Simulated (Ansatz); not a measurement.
# C3H3F2NO: two torsions

Aim: map the energy of C3H3F2NO, SMILES NC1=C(F)C1(O)F over two coordinates, and find its wells, ridges and stiffness.

The runs use Ansatz 0.2.0; RKS PBE0-D4/def2-SVP.

## (1) The starting structure

SMILES `NC1=C(F)C1(O)F`, 10 atoms, charge 0, spin multiplicity 1.

Atoms are counted from 1 here; the program's logs count them from 0.

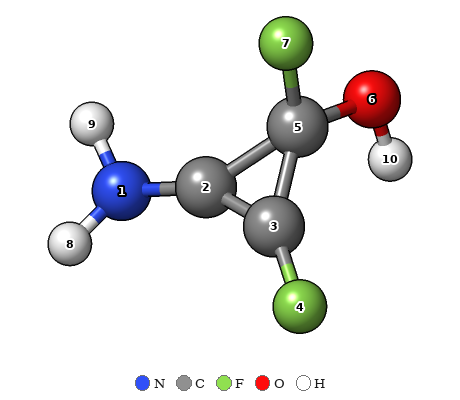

Start geometry, drawn with nitrogen blue, carbon grey, fluorine green, oxygen red, hydrogen white; atoms are numbered from 1 in the order of the file.

As a file:

```
atom    x (Å)    y (Å)    z (Å)
  N1  -0.5083  -0.3423   1.6753
  C2  -0.1584  -0.3358   0.3608
  C3  -0.2718  -0.7377  -0.9073
  F4  -0.8847  -1.5799  -1.7460
  C5   0.6561   0.3642  -0.7019
  O6   0.4962   1.6911  -1.0896
  F7   2.0235   0.1751  -0.7072
  H8  -0.9790  -1.1775   2.0303
  H9   0.1665   0.0629   2.3258
 H10  -0.4570   1.8288  -1.2373
```

This geometry comes from a loose relaxation at PBE in a small basis, which is not shown.

## (3) Plan of the scan

- dihedral C2–C5–O6–H10: 10 values from −180 to 144 °, periodic
- dihedral H8–N1–C2–C5: 10 values from −180 to 144 °, periodic

Nothing else is relaxed (all other coordinates rigid). Energies count from the relaxed molecule at the same level. Points are written as (first, second).

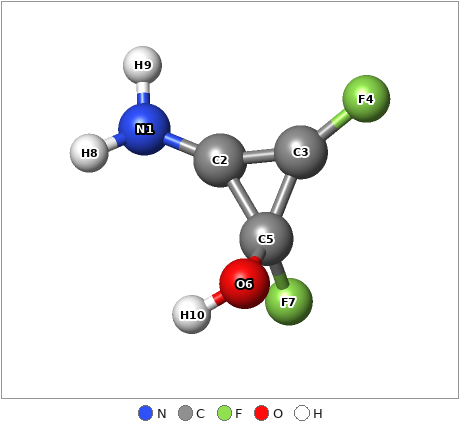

The geometry at (72°, 36°).

(The set-up runs are not shown.)

## (4) The run at (144°, −180°)

Input file input.yaml:

```yaml
crystal:
  periodic: [false, false, false]
  atoms:
    - { symbol: "N", position_ang: [-0.497683, -0.348276, 1.66287] }
    - { symbol: C, position_ang: [-0.163568, -0.331232, 0.353996] }
    - { symbol: C, position_ang: [-0.167102, -0.8178, -0.87281] }
    - { symbol: F, position_ang: [-0.527597, -1.821388, -1.650212] }
    - { symbol: C, position_ang: [0.470274, 0.467944, -0.738628] }
    - { symbol: O, position_ang: [0.011167, 1.680988, -1.201457] }
    - { symbol: F, position_ang: [1.827011, 0.597379, -0.73939] }
    - { symbol: H, position_ang: [-0.960409, -1.175967, 2.017629] }
    - { symbol: H, position_ang: [0.157641, 0.07755, 2.305073] }
    - { symbol: H, position_ang: [0.777283, 2.219138, -1.424043] }
basis:
  gaussian: { orbitals: def2-SVP }
hamiltonian:
  xc: pbe0
  dispersion: d4
output:
  forces: true
```

On the command line:

```sh
ansatz run input.yaml --threads 1 --pin off --max-ram 2560MiB --backend cpu --events-out ev --progress --plain --runs-dir out
```

Further runs follow: all other points of the grid.

What does the calculation give? Wanted: lowest point; highest computed point; dipole moment.

As calculated:

```
               quantity                                                                value
           lowest point                                            (144°, −180°), 0.7 kJ/mol
 highest computed point                          (−108°, 108°), 51.7 kJ/mol above the lowest
      dipole moment (D)  1.38 at (−144°, −72°) to 5.14 at (0°, 0°); 2.96 at the lowest point
time for the whole task                                      11 min on 1 thread, shared host
```

In words: The lowest computed point is at (144°, −180°), 0.7 kJ/mol from the relaxed molecule at the same level. Higher local minima lie near (144°, 0°) (1.0 kJ/mol above the lowest at that grid point); (−36°, −180°) (2.1 kJ/mol above the lowest at that grid point); (−36°, 0°) (6.5 kJ/mol above the lowest at that grid point). The highest computed point, (−108°, 108°), lies 51.7 kJ/mol above the lowest. On the interpolated surface the easiest way out of the lowest well to the well at (−36°, −180°) passes a barrier of about 5.7 kJ/mol. Round the minimum the two coordinates are nearly uncoupled.
